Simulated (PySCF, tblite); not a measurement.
# C2H3FS: dynamics, then NMR shifts on frames

How do NMR shifts of C2H3FS (`F[C@H]1CS1`) change as the atoms move?

The runs use tblite 0.8.0 and PySCF 2.14.0, with density-fitted response routines of our own; the level of theory stands in each step. All values are computed, except where a source is named. Atoms are numbered from 0 throughout.

**1. The starting structure**

7 atoms, charge 0, multiplicity 1; geometry from: GFN2-xTB.

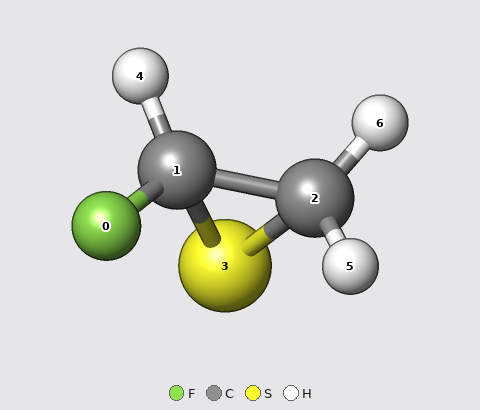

The starting geometry (fluorine green, carbon grey, sulfur yellow, hydrogen white), atoms numbered; sticks join atoms by distance.

**2. Dynamics with GFN2-xTB**

The job: settings as JSON, then the geometry in Å.

```
{"job": {"kind": "md", "xc": "GFN2-xTB", "basis": "xTB", "temperature": 300, "steps": 2000, "every": 50, "frames": 5}, "charge": 0, "multiplicity": 1}
F     -1.563147     0.436613    -0.751223
C     -0.692946    -0.075091     0.145582
C      0.745519    -0.054749    -0.195139
S      0.266850     1.078485     1.128415
H     -1.145241    -0.911240     0.669529
H      1.029538     0.423342    -1.123347
H      1.362759    -0.892455     0.099107
```

Level: GFN2-xTB Langevin dynamics, gas phase.

Started as:

```bash
> OMP_NUM_THREADS=1 python probes_run.py task.json out
```

The driver reads the jobs from task.json and runs them one after another.

What it wrote:

```text
t/fs     T/K      E/eV
    0.0   242.7   -374.33660
   25.0    91.7   -374.10213
   50.0   282.2   -374.24235
   75.0   280.4   -374.15021
  100.0   348.3   -374.23537
  125.0   224.7   -374.10452
  150.0   496.3   -374.24265
  175.0   311.6   -374.08308
  200.0   343.3   -374.08069
  225.0   311.5   -374.03933
  250.0   411.5   -374.10629
  275.0   404.1   -374.03207
  300.0   306.3   -374.00776
  325.0   462.0   -374.11678
  350.0   418.4   -374.10197
  375.0   479.7   -373.99400
  400.0   560.1   -373.97862
  425.0   521.8   -374.04149
  450.0   384.6   -373.97600
  475.0   354.9   -374.08946
  500.0   297.4   -374.17182
  525.0   148.8   -374.16192
  550.0   309.2   -374.20341
  575.0   334.2   -374.07856
  600.0   246.4   -374.12339
  625.0   204.2   -374.14315
  650.0   170.6   -374.16936
  675.0   178.0   -374.22217
  700.0   285.9   -374.17585
  725.0   233.6   -374.13871
  750.0   377.0   -374.18684
  775.0   194.0   -374.17047
  800.0   351.2   -374.20774
  825.0   299.7   -374.19209
  850.0   244.6   -374.17814
  875.0   200.4   -374.20318
  900.0   156.2   -374.18235
  925.0   195.1   -374.08390
  950.0   254.7   -374.17189
  975.0   247.7   -374.17980
 1000.0   205.3   -374.10710
```

Wall time 17 s (1 thread of Intel Xeon at 2.50GHz, shared host); peak memory 0.18 GiB.

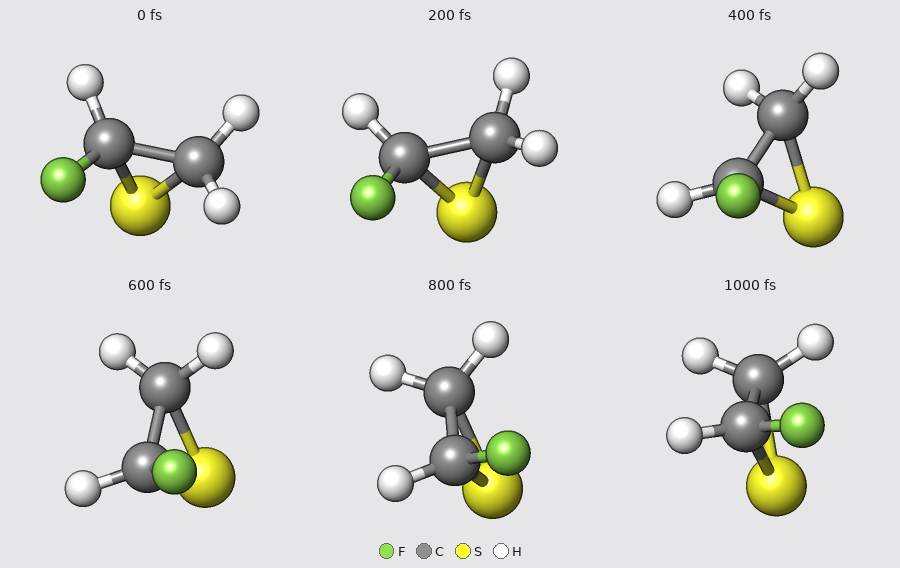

Frames of the run.

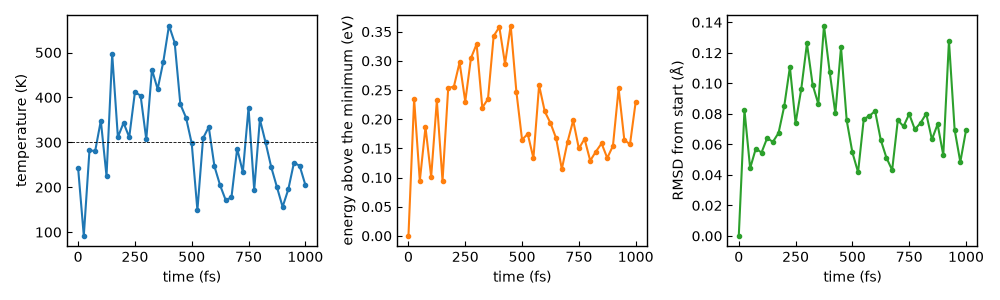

Temperature, potential energy and distance from the start.

Positions (Å) and forces (eV/Å) at 1000 fs:

```xyz
7

F    -1.460   -0.646   -0.498    0.700   -0.689   -1.180
C    -2.103   -0.272    0.571    0.469    0.908    2.648
C    -1.694   -0.776    1.957   -0.055   -1.040   -1.801
S    -1.128    0.867    1.692   -0.540    0.594   -0.673
H    -3.135   -0.029    0.357   -0.003    0.188    0.094
H    -0.882   -1.526    1.936   -0.743    0.282    0.338
H    -2.563   -0.902    2.574    0.172   -0.243    0.574
```

**3. NMR shieldings: 250 fs, PBE0/pcSseg-1**

The job: settings as JSON, then the geometry in Å.

```
{"job": {"kind": "nmr", "xc": "PBE0", "basis": "pcSseg-1", "pop": false}, "charge": 0, "multiplicity": 1}
F     -1.976800     0.307600    -0.614800
C     -1.439300    -0.071300     0.565800
C     -0.206300    -0.912100     0.620400
S     -0.037900     0.832500     1.176900
H     -2.241100    -0.378100     1.313500
H      0.254700    -1.205800    -0.324500
H      0.025600    -1.630000     1.313400
```

Level: GIAO PBE0/pcSseg-1 NMR shielding, non-relativistic, gas phase.

What it wrote:

```text
coarse grid: 6744 points
cycle   1  E = -575.5761634818  dE =  5.364e-01  |g| = 4.546e-01  |ddm| = 2.413e+00
cycle   2  E = -575.5399789215  dE =  3.618e-02  |g| = 6.654e-01  |ddm| = 7.013e-01
cycle   3  E = -575.6140371830  dE = -7.406e-02  |g| = 4.628e-02  |ddm| = 4.138e-01
cycle   4  E = -575.6144080286  dE = -3.708e-04  |g| = 2.317e-02  |ddm| = 4.960e-02
cycle   5  E = -575.6145316613  dE = -1.236e-04  |g| = 6.340e-03  |ddm| = 2.311e-02
cycle   6  E = -575.6145423491  dE = -1.069e-05  |g| = 1.931e-03  |ddm| = 9.484e-03
cycle   7  E = -575.6145431971  dE = -8.480e-07  |g| = 3.600e-04  |ddm| = 2.316e-03
final grid: 61888 points
cycle   8  E = -575.6469733601  dE = -1.524e-05  |g| = 7.268e-03  |ddm| = 1.727e-02
cycle   9  E = -575.6469543650  dE =  1.900e-05  |g| = 1.136e-02  |ddm| = 1.502e-02
cycle  10  E = -575.6469856293  dE = -3.126e-05  |g| = 4.174e-04  |ddm| = 1.013e-02
cycle  11  E = -575.6469856815  dE = -5.224e-08  |g| = 8.507e-05  |ddm| = 6.915e-04
cycle  12  E = -575.6469856829  dE = -1.393e-09  |g| = 5.382e-05  |ddm| = 1.291e-04
cycle  13  E = -575.6469856835  dE = -5.381e-10  |g| = 6.058e-06  |ddm| = 4.202e-05
converged SCF energy = -575.6469856835

GIAO shielding tensors (ppm)
atom      isotropic    diamagn.    paramagn.     s11        s22        s33       span
  0 F      364.955     471.962    -107.008    296.921    373.493    424.450    127.528
  1 C      100.958     243.441    -142.483     46.175     86.899    169.799    123.624
  2 C      160.978     253.114     -92.136    121.837    165.107    195.991     74.154
  3 S      678.715    1054.554    -375.840    236.299    701.965   1097.881    861.582
  4 H       24.975      25.922      -0.947     18.868     24.334     31.724     12.857
  5 H       29.238      30.222      -0.984     24.117     26.341     37.258     13.141
  6 H       30.652      31.018      -0.366     24.479     27.307     40.169     15.691
```

It took 10 s on 1 thread of Intel Xeon at 2.50GHz, shared host; peak memory 0.4 GiB.

The references, computed at this level on geometries of the same kind, shield at (ppm): ¹H TMS 31.72, ¹³C TMS 186.9, ¹⁹F CFCl3 170.9, ³³S CS2 504. Their shielding less the atom's gives the shift. The references are single molecules in the gas phase, so shifts against H2O, NH3, PH3, H3PO4 or CFCl3 are not on the usual liquid scales and can be off by tens of ppm. Each atom is listed at this fixed geometry, with no averaging over motion; a spectrum would average atoms that exchange fast.

```tsv
atoms	environment	σ (ppm)	δ (ppm)
C1	three-membered-ring carbon bearing a halogen	101.0	86.0
C2	thiirane ring carbon	161.0	25.9
H4	hydrogen on a three-membered-ring carbon bearing a halogen	24.98	6.74
H5	hydrogen on a thiirane ring carbon	29.24	2.48
H6	hydrogen on a thiirane ring carbon	30.65	1.07
F0	fluorine on an sp3 carbon	365.0	-194.0
S3	sulfide sulfur	679	-175
```

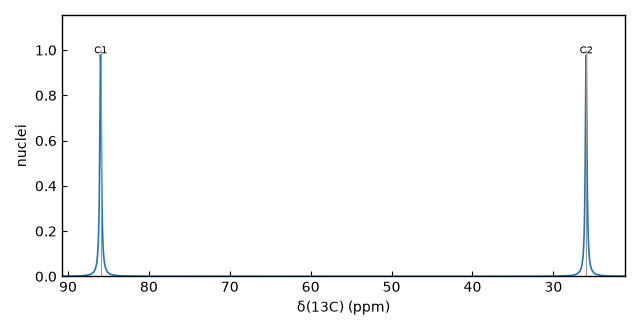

¹³C lines at the computed shifts, without couplings. Lines are broadened to a width of 0.24 ppm (Lorentzian).

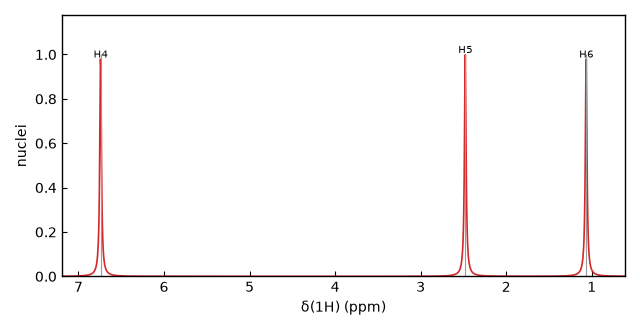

¹H lines at the computed shifts, without couplings. Lines are broadened to a width of 0.02 ppm (Lorentzian).

Ring of atoms C1, C2, S3: NICS(0) -43.6, NICS(1) -8.3, NICS(1)zz -19.5 ppm (means of both faces; NICS(1) differs between them: -7.0 and -9.6). The ring holds saturated atoms, so no π current runs round it: these values come from its σ bonds, any local π bonds and neighbouring rings, and say nothing of aromaticity.

The two faces differ (NICS(1)zz -15.6 and -23.4 ppm, in the same order).

In rings of three or four atoms NICS is ruled by the nearby σ bonds, so it says little on aromaticity.

**4. NMR shieldings: 425 fs, PBE0/pcSseg-1**

The job: settings as JSON, then the geometry in Å.

```
{"job": {"kind": "nmr", "xc": "PBE0", "basis": "pcSseg-1", "pop": false}, "charge": 0, "multiplicity": 1}
F     -1.964000    -0.171400    -0.902800
C     -1.902300    -0.105100     0.523600
C     -1.271100    -1.203900     1.267900
S     -0.297800     0.292200     1.227300
H     -2.862200     0.394100     0.711500
H     -0.722000    -1.929800     0.745100
H     -1.681800    -1.507500     2.175100
```

Level: GIAO PBE0/pcSseg-1 NMR shielding, non-relativistic, gas phase.

What it wrote:

```text
coarse grid: 6744 points
cycle   1  E = -575.5618616011  dE =  5.377e-01  |g| = 5.045e-01  |ddm| = 2.414e+00
cycle   2  E = -575.4970183374  dE =  6.484e-02  |g| = 8.220e-01  |ddm| = 8.422e-01
cycle   3  E = -575.6090885144  dE = -1.121e-01  |g| = 4.679e-02  |ddm| = 5.134e-01
cycle   4  E = -575.6094769375  dE = -3.884e-04  |g| = 2.475e-02  |ddm| = 5.383e-02
cycle   5  E = -575.6096142546  dE = -1.373e-04  |g| = 6.164e-03  |ddm| = 2.354e-02
cycle   6  E = -575.6096241497  dE = -9.895e-06  |g| = 1.918e-03  |ddm| = 9.261e-03
final grid: 61888 points
cycle   7  E = -575.6424294604  dE = -1.259e-05  |g| = 1.006e-02  |ddm| = 2.060e-02
cycle   8  E = -575.6423911036  dE =  3.836e-05  |g| = 1.593e-02  |ddm| = 2.210e-02
cycle   9  E = -575.6424534203  dE = -6.232e-05  |g| = 7.467e-04  |ddm| = 1.453e-02
cycle  10  E = -575.6424535339  dE = -1.136e-07  |g| = 2.397e-04  |ddm| = 8.019e-04
cycle  11  E = -575.6424535454  dE = -1.155e-08  |g| = 6.611e-05  |ddm| = 2.316e-04
cycle  12  E = -575.6424535464  dE = -9.941e-10  |g| = 1.994e-05  |ddm| = 7.638e-05
converged SCF energy = -575.6424535464

GIAO shielding tensors (ppm)
atom      isotropic    diamagn.    paramagn.     s11        s22        s33       span
  0 F      332.222     475.579    -143.357    250.471    316.209    429.985    179.515
  1 C       87.917     244.600    -156.683     13.974     77.392    172.385    158.411
  2 C      170.182     256.538     -86.356    142.161    168.557    199.827     57.666
  3 S      690.978    1055.504    -364.526    240.357    716.423   1116.155    875.799
  4 H       24.359      27.758      -3.399     18.444     24.782     29.852     11.408
  5 H       29.295      31.510      -2.214     22.227     27.175     38.484     16.257
  6 H       30.683      29.806       0.877     24.953     26.547     40.550     15.597
```

It took 11 s on 1 thread of Intel Xeon at 2.50GHz, shared host; peak memory 0.41 GiB.

Key values: δ C1 99.0, C2 16.7, F0 -161.3, S3 -187, H4 7.36, H5 2.42 ppm.

**5. Shielding tensors: 625 fs, PBE0/pcSseg-1**

The job: settings as JSON, then the geometry in Å.

```
{"job": {"kind": "nmr", "xc": "PBE0", "basis": "pcSseg-1", "pop": false}, "charge": 0, "multiplicity": 1}
F     -1.628400     0.028000    -1.305300
C     -2.002900     0.226000    -0.054400
C     -1.645900    -0.863700     0.901200
S     -0.609600     0.652600     1.143600
H     -3.005000     0.701800     0.100200
H     -1.090100    -1.697200     0.419500
H     -2.267900    -1.133100     1.728900
```

Level: GIAO PBE0/pcSseg-1 NMR shielding, non-relativistic, gas phase.

What it wrote:

```text
coarse grid: 6744 points
cycle   1  E = -575.5740901451  dE =  4.683e-01  |g| = 4.636e-01  |ddm| = 2.376e+00
cycle   2  E = -575.5251990500  dE =  4.889e-02  |g| = 6.968e-01  |ddm| = 8.133e-01
cycle   3  E = -575.6166309697  dE = -9.143e-02  |g| = 5.639e-02  |ddm| = 5.008e-01
cycle   4  E = -575.6171566958  dE = -5.257e-04  |g| = 3.157e-02  |ddm| = 7.105e-02
cycle   5  E = -575.6174019533  dE = -2.453e-04  |g| = 7.005e-03  |ddm| = 3.525e-02
cycle   6  E = -575.6174145582  dE = -1.260e-05  |g| = 1.911e-03  |ddm| = 1.051e-02
cycle   7  E = -575.6174153300  dE = -7.718e-07  |g| = 3.386e-04  |ddm| = 2.141e-03
final grid: 61888 points
cycle   8  E = -575.6498535869  dE = -1.271e-05  |g| = 7.380e-03  |ddm| = 1.600e-02
cycle   9  E = -575.6498300481  dE =  2.354e-05  |g| = 1.200e-02  |ddm| = 1.641e-02
cycle  10  E = -575.6498667522  dE = -3.670e-05  |g| = 5.087e-04  |ddm| = 1.130e-02
cycle  11  E = -575.6498668240  dE = -7.182e-08  |g| = 2.065e-04  |ddm| = 8.239e-04
cycle  12  E = -575.6498668327  dE = -8.728e-09  |g| = 4.620e-05  |ddm| = 1.971e-04
cycle  13  E = -575.6498668331  dE = -3.906e-10  |g| = 7.352e-06  |ddm| = 3.857e-05
converged SCF energy = -575.6498668331

GIAO shielding tensors (ppm)
atom      isotropic    diamagn.    paramagn.     s11        s22        s33       span
  0 F      361.011     473.749    -112.738    289.335    375.753    417.944    128.609
  1 C       97.093     244.564    -147.471     45.627     88.491    157.162    111.535
  2 C      151.984     256.004    -104.020    126.308    155.744    173.901     47.593
  3 S      627.567    1055.210    -427.643    143.083    617.967   1121.650    978.567
  4 H       25.230      26.557      -1.327     19.781     24.320     31.590     11.810
  5 H       28.380      29.923      -1.543     23.310     25.552     36.280     12.970
  6 H       29.176      29.422      -0.246     23.616     25.861     38.049     14.433
```

It took 12 s on 1 thread of Intel Xeon at 2.50GHz, shared host; peak memory 0.42 GiB.

This run: δ C1 89.8, C2 34.9, F0 -190.1, S3 -124, H4 6.49, H5 3.34 ppm.

**6. NMR shieldings: 800 fs, PBE0/pcSseg-1**

The job: settings as JSON, then the geometry in Å.

```
{"job": {"kind": "nmr", "xc": "PBE0", "basis": "pcSseg-1", "pop": false}, "charge": 0, "multiplicity": 1}
F     -1.466300    -0.447900    -1.002200
C     -2.012500     0.040500     0.167400
C     -2.003300    -0.798400     1.427200
S     -0.967800     0.694700     1.492600
H     -2.982300     0.503800    -0.086100
H     -1.476400    -1.744800     1.477400
H     -2.926200    -0.849700     1.989800
```

Method: GIAO PBE0/pcSseg-1 NMR shielding, non-relativistic, gas phase.

What it wrote:

```text
coarse grid: 6744 points
cycle   1  E = -575.5772612287  dE =  4.539e-01  |g| = 4.684e-01  |ddm| = 2.395e+00
cycle   2  E = -575.5304174314  dE =  4.684e-02  |g| = 7.212e-01  |ddm| = 7.375e-01
cycle   3  E = -575.6177579452  dE = -8.734e-02  |g| = 4.213e-02  |ddm| = 4.431e-01
cycle   4  E = -575.6180609327  dE = -3.030e-04  |g| = 2.231e-02  |ddm| = 4.703e-02
cycle   5  E = -575.6181751897  dE = -1.143e-04  |g| = 6.130e-03  |ddm| = 2.166e-02
cycle   6  E = -575.6181849931  dE = -9.803e-06  |g| = 1.931e-03  |ddm| = 8.988e-03
final grid: 61888 points
cycle   7  E = -575.6511414688  dE = -8.664e-06  |g| = 9.540e-03  |ddm| = 1.902e-02
cycle   8  E = -575.6511063360  dE =  3.513e-05  |g| = 1.499e-02  |ddm| = 2.187e-02
cycle   9  E = -575.6511637766  dE = -5.744e-05  |g| = 6.188e-04  |ddm| = 1.428e-02
cycle  10  E = -575.6511638675  dE = -9.091e-08  |g| = 1.654e-04  |ddm| = 7.491e-04
cycle  11  E = -575.6511638728  dE = -5.350e-09  |g| = 6.815e-05  |ddm| = 1.769e-04
cycle  12  E = -575.6511638739  dE = -1.064e-09  |g| = 1.473e-05  |ddm| = 6.232e-05
cycle  13  E = -575.6511638739  dE = -4.047e-11  |g| = 2.735e-06  |ddm| = 1.466e-05
converged SCF energy = -575.6511638739

GIAO shielding tensors (ppm)
atom      isotropic    diamagn.    paramagn.     s11        s22        s33       span
  0 F      362.769     475.660    -112.891    285.738    365.544    437.025    151.288
  1 C       95.575     238.700    -143.125     30.169     80.540    176.016    145.847
  2 C      161.116     255.817     -94.701    123.774    163.289    196.287     72.512
  3 S      648.186    1054.606    -406.419    189.803    706.473   1048.283    858.479
  4 H       25.442      26.492      -1.049     19.510     25.422     31.395     11.886
  5 H       28.964      30.586      -1.622     23.343     26.459     37.089     13.747
  6 H       29.758      27.973       1.785     24.306     25.833     39.135     14.829
```

Run time: 11 s. Hardware: 1 thread of Intel Xeon at 2.50GHz, shared host; peak memory 0.42 GiB.

This run: δ C1 91.3, C2 25.8, F0 -191.8, S3 -144, H4 6.27, H5 2.75 ppm.

**7. Shielding tensors: 1000 fs, PBE0/pcSseg-1**

The job: settings as JSON, then the geometry in Å.

```
{"job": {"kind": "nmr", "xc": "PBE0", "basis": "pcSseg-1", "pop": false}, "charge": 0, "multiplicity": 1}
F     -1.459800    -0.646500    -0.498100
C     -2.102500    -0.272100     0.571400
C     -1.694100    -0.775600     1.956700
S     -1.127600     0.867000     1.691600
H     -3.134800    -0.028700     0.357000
H     -0.882000    -1.526500     1.935900
H     -2.563400    -0.902400     2.573800
```

With the program's defaults for keys left out, this is: GIAO PBE0/pcSseg-1 NMR shielding, non-relativistic, gas phase.

What it wrote:

```text
coarse grid: 6744 points
cycle   1  E = -575.5719358543  dE =  5.753e-01  |g| = 4.566e-01  |ddm| = 2.410e+00
cycle   2  E = -575.5295641478  dE =  4.237e-02  |g| = 6.683e-01  |ddm| = 7.975e-01
cycle   3  E = -575.6128037570  dE = -8.324e-02  |g| = 5.164e-02  |ddm| = 4.766e-01
cycle   4  E = -575.6132753924  dE = -4.716e-04  |g| = 2.744e-02  |ddm| = 6.452e-02
cycle   5  E = -575.6134515722  dE = -1.762e-04  |g| = 6.376e-03  |ddm| = 3.003e-02
cycle   6  E = -575.6134611116  dE = -9.539e-06  |g| = 1.879e-03  |ddm| = 9.794e-03
final grid: 61888 points
cycle   7  E = -575.6457191599  dE = -1.245e-05  |g| = 8.071e-03  |ddm| = 1.965e-02
cycle   8  E = -575.6456951199  dE =  2.404e-05  |g| = 1.234e-02  |ddm| = 1.956e-02
cycle   9  E = -575.6457352251  dE = -4.011e-05  |g| = 7.249e-04  |ddm| = 1.290e-02
cycle  10  E = -575.6457353594  dE = -1.343e-07  |g| = 1.639e-04  |ddm| = 8.354e-04
cycle  11  E = -575.6457353655  dE = -6.135e-09  |g| = 5.281e-05  |ddm| = 1.853e-04
cycle  12  E = -575.6457353662  dE = -6.489e-10  |g| = 1.284e-05  |ddm| = 4.842e-05
converged SCF energy = -575.6457353662

GIAO shielding tensors (ppm)
atom      isotropic    diamagn.    paramagn.     s11        s22        s33       span
  0 F      377.845     476.965     -99.119    299.577    386.889    447.070    147.493
  1 C      103.749     241.881    -138.132     42.265     88.129    180.853    138.588
  2 C      160.299     257.978     -97.679    141.521    155.862    183.514     41.993
  3 S      657.162    1055.545    -398.382    181.869    718.101   1071.518    889.649
  4 H       26.064      27.888      -1.823     20.187     25.574     32.432     12.244
  5 H       28.136      29.928      -1.791     22.247     25.564     36.597     14.349
  6 H       29.679      28.280       1.399     23.820     25.594     39.623     15.803
```

It took 11 s on 1 thread of Intel Xeon at 2.50GHz, shared host; peak memory 0.42 GiB.

In short: δ C1 83.2, C2 26.6, F0 -206.9, S3 -153, H4 5.65, H5 3.58 ppm.

**8. Run by run: NMR shifts**

Shifts (ppm), with basis size and wall time:

```tsv
frame	C1	C2	H4	H5	H6	F0	S3	functions	time
250 fs	86.0	25.9	6.74	2.48	1.07	-194.0	-175	90	10 s
425 fs	99.0	16.7	7.36	2.42	1.03	-161.3	-187	90	11 s
625 fs	89.8	34.9	6.49	3.34	2.54	-190.1	-124	90	12 s
800 fs	91.3	25.8	6.27	2.75	1.96	-191.8	-144	90	11 s
1000 fs	83.2	26.6	5.65	3.58	2.04	-206.9	-153	90	11 s
```

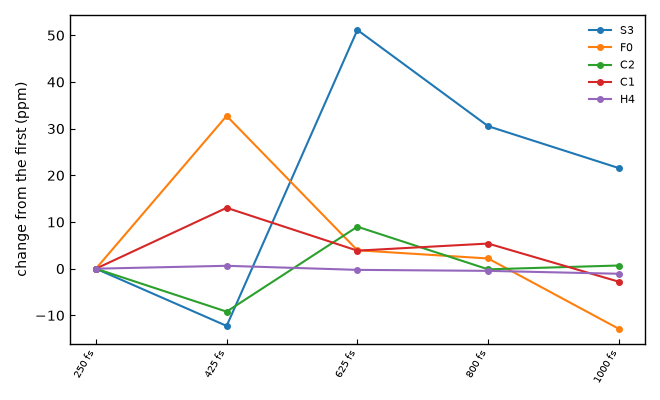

How five of the tabulated atoms move from run to run.

**9. Results**

| quantity | value |
| --- | --- |
| thermostat | 300 K |
| mean temperature, second half | 244 K |
| mean potential energy above the minimum | 0.17 eV |
| ¹³C shifts against TMS (PBE0/pcSseg-1, 250 fs) | 86.0, 25.9 ppm |
| ¹H shifts against TMS (PBE0/pcSseg-1, 250 fs) | 6.74, 2.48, 1.07 ppm |
| ¹⁹F shifts against CFCl3 (PBE0/pcSseg-1, 250 fs) | -194.0 ppm |
| ³³S shifts against CS2 (PBE0/pcSseg-1, 250 fs) | -175 ppm |
| range of the shift of S3 | -187 to -124 ppm |

In words: In the second half the potential energy averages 0.17 eV above the minimum; equipartition over 15 harmonic modes at 300 K would give 0.19 eV. With 7 atoms the temperature swings widely (92 to 560 K). Shifts at one fixed geometry are not the observed spectrum, which averages over the motion. In the first frame run (250 fs): The widest tensor belongs to S3: span 862 ppm, with a paramagnetic part of -376 ppm. Across the 5 runs the shift of S3 moves most, between -187 (425 fs) and -124 ppm (625 fs).
